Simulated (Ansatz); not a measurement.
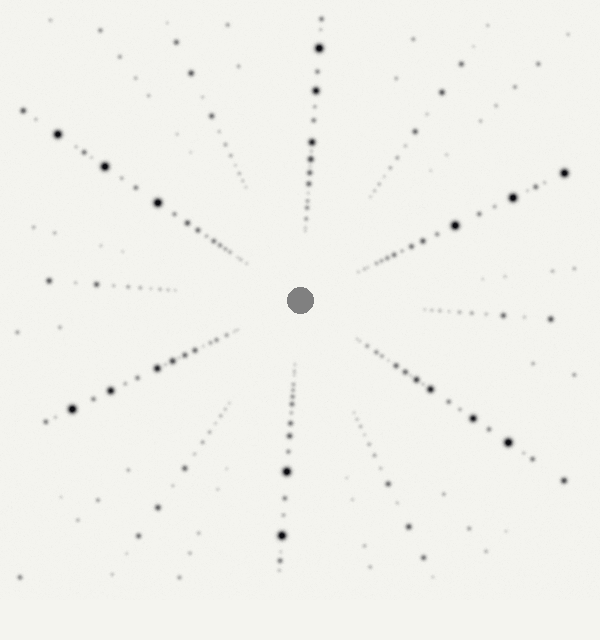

Simulated back-reflection Laue pattern (white X-rays, 0.45 to 2.2 Å, flat plate covering ±45° about the beam, kinematic intensities, seen from the source).

What symmetry does the pattern show?

Answer. 3m: a threefold axis with three mirror lines.

The crystal is ScF, space group R-3m (No. 166), a = 3.316 Å, c = 19.905 Å (hexagonal axes). Structure: the end point of a relaxation with Ansatz, DFT PBE+D3(BJ), scalar-relativistic, plane waves, PAW; the starting structure was generated, so it need not be a known form of this composition.

Which direction points towards the source?

Answer. [001] or one equivalent to it by a rotation of the Laue group. In Laue class -3m no other family of directions with a member of indices 0 and ±1 has this symmetry.
